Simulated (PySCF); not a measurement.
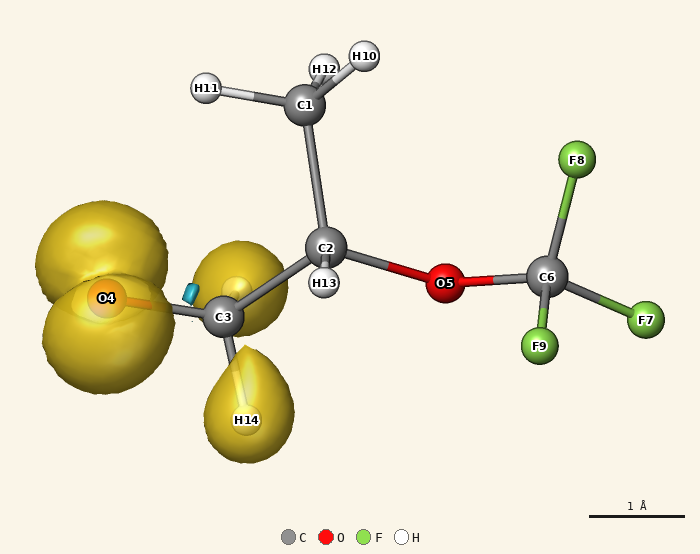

The picture shows: C$_{4}$H$_{6}$F$_{3}$O$_{2}$ (doublet). Isosurfaces of the spin density at +0.05 (yellow) and −0.05 e/Å³ (cyan), seen at a tilt.

Geometry: GFN2-xTB.

The calculation used UKS B3LYP, pcH-1 on C F H O, non-relativistic, mean-field spin-orbit, GIAO (PySCF).

```xyz
15

C    -1.0160    1.0087    0.5245
C    -0.2695   -0.2699    0.1683
C    -1.1665   -1.2059   -0.6715
O    -2.2894   -1.5754   -0.1313
O     0.8958   -0.0105   -0.6592
C     2.0051    0.3358   -0.0416
F     2.9849    0.4528   -0.9301
F     1.9368    1.5053    0.6192
F     2.4144   -0.5591    0.8786
H    -0.4819    1.5941    1.2675
H    -1.9868    0.7227    0.9224
H    -1.1597    1.6142   -0.3674
H     0.0439   -0.7987    1.0765
H    -0.5690   -2.0896   -1.0132
H    -1.3466   -0.7166   -1.6646
```

Describe the spin distribution.

Answer. The unpaired spin (1 electron) lies mostly on O4 (about 0.8), H15 (about 0.1) and H14 (about 0.1), in electrons by Hirshfeld's partition.
